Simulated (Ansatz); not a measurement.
**doublet AlSbH3F+: levels of theory compared**

Wanted: a comparison of 6 runs (U-wB97M-V/def2-SVP, UPBE-QIDH/def2-SVP, USVWN5/def2-SVP, RPA@PBE/def2-SVP, RPA@PBE0/def2-SVP, UBCCD(T)/def2-SVP) of doublet AlSbH3F+. 

The calculation is run with Ansatz 0.2.0.

60 further runs of the same task are left out: 60 set aside as unsound or not needed.

## Step 1: The molecule

The species is AlSbH3F+ (6 atoms), meant as a doublet with charge +1. As SMILES of the parent species, `[F][AlH][SbH2]`. Geometry: relaxed at PBE0-D4/def2-TZVP. This is one conformer, not always the lowest. That shape belongs to the parent species and isn't relaxed for this state.

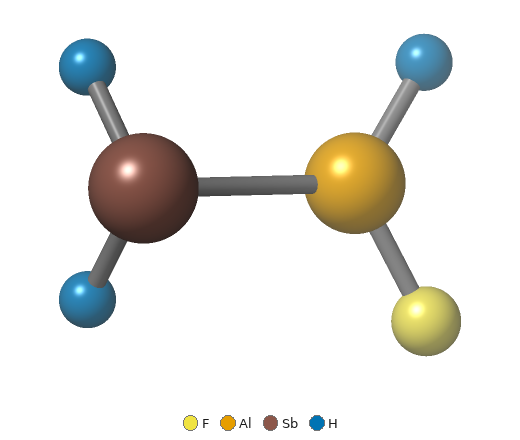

Viewed from a chosen angle; fluorine yellow, aluminium amber, antimony brown, hydrogen blue.

## Step 2: The energy at U-wB97M-V/def2-SVP (core potential) (run 1)

Contents of in.yaml:

```yaml
crystal:
  periodic: [false, false, false]
  atoms:
    - {symbol: F, position_ang: [-1.114600, -1.632400, 1.262300]}
    - {symbol: Al, position_ang: [-0.336100, -1.039300, -0.069800]}
    - {symbol: Sb, position_ang: [1.279900, 1.003700, 0.334800]}
    - {symbol: H, position_ang: [-0.594800, -1.800700, -1.431700]}
    - {symbol: H, position_ang: [0.842100, 1.592000, -1.209900]}
    - {symbol: H, position_ang: [-0.034400, 1.812900, 1.068100]}
basis:
  gaussian: {orbitals: def2-SVP}
hamiltonian: {xc: {name: wB97M-V}}
total_charge: 1
accuracy: high
magnetization: {spin_polarized: true, initial_magnetization: 1}
output: {orbitals: {seedname: orbitals}}
```

Command:

```bash
$ ansatz run in.yaml --threads 1 --pin off --max-ram 3480MiB --events-out events.jsonl --progress --plain --runs-dir runs
```

Log:

```text
Warning: RAYON_NUM_THREADS=1 ignored (pool sized by the plan → 1); use --threads N
Functional definition: wB97M-V
  name "wB97M-V"
  parameter omega = 0.3/bohr
  parameter cx = 0.15
  parameter cx01 = 1.007
  parameter cx10 = 0.259
  parameter css00 = 0.443
  parameter css04 = -1.437
  parameter css10 = -4.535
  parameter css20 = -3.390
  parameter css43 = 4.278
  parameter cos00 = 1.000
  parameter cos10 = 1.358
  parameter cos20 = 2.924
  parameter cos21 = -8.812
  parameter cos60 = -1.390
  parameter cos61 = 9.142
  parameter b = 6.0
  parameter c = 0.01
  gx(w, u) = 1 - cx + cx01*u + cx10*w
  gss(w, u) = css00 + css04*u^4 + css10*w + css20*w^2 + css43*w^4*u^3
  gos(w, u) = cos00 + cos10*w + (cos20 + cos21*u)*w^2 + (cos60 + cos61*u)*w^6
  exchange = spin_sum(e_x_unif_sr(omega)*gx(b97_w, b97_u_x)) + cx*exact_x_sr(omega) + exact_x_lr(omega)
  correlation = spin_sum(e_c_pw_mod_same_spin*gss(b97_w, b97_u_same))
      + integral(e_c_pw_mod_opposite_spin*gos(b97_w_opposite, b97_u_opposite)) + vv10(b, c)
1642 factors; integrals over basis functions are off by at most 3.6e-9 eV
360 factors; integrals over basis functions are off by at most 2.3e-9 eV
mean field evaluation 1: about -15877.9708 eV, gradient 4.7e1 eV
mean field evaluation 2: about -15849.9599 eV, gradient 9.6e1 eV
mean field evaluation 4: about -15885.9013 eV, gradient 1.3e0 eV
mean field evaluation 8: about -15885.9736 eV, gradient 7.8e-2 eV
mean field evaluation 16: about -15885.9740 eV, gradient 5.7e-3 eV
mean field evaluation 32: about -15885.9740 eV, gradient 8.4e-7 eV
mean field -15885.97402217 eV, -583.7987774148 hartree, gradient 5.1e-8 eV, S^2 0.758882; 2 other end points of the search recorded, 0 dependent functions left out
reference -15885.97402684 eV, -583.7987775863 hartree; 24, 23 occupied and 49, 50 virtual orbitals, 1642 factors
Total energy: -15885.97402684 eV, -583.7987775863 hartree
```

It took 2.5 min on 1 thread of Arm Neoverse V1, shared host; peak memory 0.97 GiB.

## Step 3: The energy at UPBE-QIDH/def2-SVP (core potential) (run 2)

Contents of job.yaml:

```yaml
crystal:
  periodic: [false, false, false]
  atoms:
    - {symbol: F, position_ang: [-1.114600, -1.632400, 1.262300]}
    - {symbol: Al, position_ang: [-0.336100, -1.039300, -0.069800]}
    - {symbol: Sb, position_ang: [1.279900, 1.003700, 0.334800]}
    - {symbol: H, position_ang: [-0.594800, -1.800700, -1.431700]}
    - {symbol: H, position_ang: [0.842100, 1.592000, -1.209900]}
    - {symbol: H, position_ang: [-0.034400, 1.812900, 1.068100]}
basis:
  gaussian: {orbitals: def2-SVP}
total_charge: 1
magnetization: {spin_polarized: true, initial_magnetization: 1}
hamiltonian: {xc: {name: PBE-QIDH}}
correlation: {frozen_orbitals: {Al: 5, F: 1, H: 0, Sb: 4}}
accuracy: high
output: {orbitals: {seedname: orbitals}}
```

Command:

```bash
$ ansatz run job.yaml --threads 1 --pin off --max-ram 3480MiB --events-out events.jsonl --progress --plain --runs-dir runs
```

Log, shortened:

```text
Warning: RAYON_NUM_THREADS=1 ignored (pool sized by the plan → 1); use --threads N
Functional definition: PBE-QIDH
  name "PBE-QIDH"
[...]
1642 factors; integrals over basis functions are off by at most 3.6e-9 eV
[...]
mean field -15867.95828791 eV, -583.1367113921 hartree, gradient 5.9e-8 eV, S^2 0.769082; 4 other end points of the search recorded, 0 dependent functions left out
10 core orbitals not correlated: weight in the atoms' cores, before any rotation towards them, 1.000 or more for the frozen orbitals, at most 0.000 for the correlated occupied ones
reference -15867.95828907 eV, -583.1367114349 hartree; 14, 13 occupied and 49, 50 virtual orbitals, 1642 factors
second order -10.85864469 eV of doubles, -0.00000000 eV of singles
Total energy: -15871.57783730 eV, -583.2697273790 hartree
```

Wall time 22 s (1 thread of Arm Neoverse V1, shared host); peak memory 0.36 GiB.

Runs 3 to 5 aren't shown in full; the table further down has their settings and results.

## Step 4: A single-point energy at UBCCD(T)/def2-SVP (core potential) (run 6)

Edit job.yaml of step 3 so:

```diff
@@ -10,8 +10,13 @@
 basis:
-  gaussian: {orbitals: def2-SVP}
+  gaussian:
+    orbitals: def2-SVP
 total_charge: 1
-magnetization: {spin_polarized: true, initial_magnetization: 1}
-hamiltonian: {xc: {name: PBE-QIDH}}
-correlation: {frozen_orbitals: {Al: 5, F: 1, H: 0, Sb: 4}}
+magnetization:
+  spin_polarized: true
+  initial_magnetization: 1
+correlation:
+  method: bccd_t
+  frozen_orbitals: {Al: 5, F: 1, H: 0, Sb: 4}
 accuracy: high
-output: {orbitals: {seedname: orbitals}}
+scf:
+  omitted_lower_state_checks: [cluster_reference, increment]
```

Command:

```bash
$ ansatz run job.yaml --threads 1 --pin off --max-ram 3480MiB --events-out events.jsonl --progress --plain --runs-dir runs
```

Log:

```text
Warning: RAYON_NUM_THREADS=1 ignored (pool sized by the plan → 1); use --threads N
[... 12 lines left out ...]
10 core orbitals not correlated: weight in the atoms' cores, before any rotation towards them, 1.000 or more for the frozen orbitals, at most 0.000 for the correlated occupied ones
[... 36 lines left out ...]
Total energy: -15846.44369458 eV, -582.3460646705 hartree
Checks for a lower state left out: cluster_reference, increment
```

It took 69 s on 1 thread of Arm Neoverse V1, shared host; peak memory 0.77 GiB.

## Step 5: All runs side by side

```csv
run,level,frozen core orbitals,energy (Eh),⟨S²⟩,wall time
1,U-wB97M-V/def2-SVP (core potential),–,-583.798778,0.759,2.5 min
2,UPBE-QIDH/def2-SVP (core potential),10,-583.269727,0.769,22 s
3,USVWN5/def2-SVP (core potential),–,-581.818040,0.752,5.7 s
4,RPA@PBE/def2-SVP (core potential),10,-582.514459,0.754,15 s
5,RPA@PBE0/def2-SVP (core potential),10,-582.470298,0.759,19 s
6,UBCCD(T)/def2-SVP (core potential),10,-582.346065,0.778,69 s
```

## Step 6: What came out

```
                                           quantity          value
                                run 6: total energy  -582.34606 Eh
run 6: correlation energy (10 core orbitals frozen)     -391.7 mEh
                              run 6: (T) correction      -9.47 mEh
           run 6: ⟨S²⟩ of the reference determinant          0.778
```

In words: Totals of different functionals can't be ranked against each other. All runs together took 4.7 min, the longest 2.5 min.
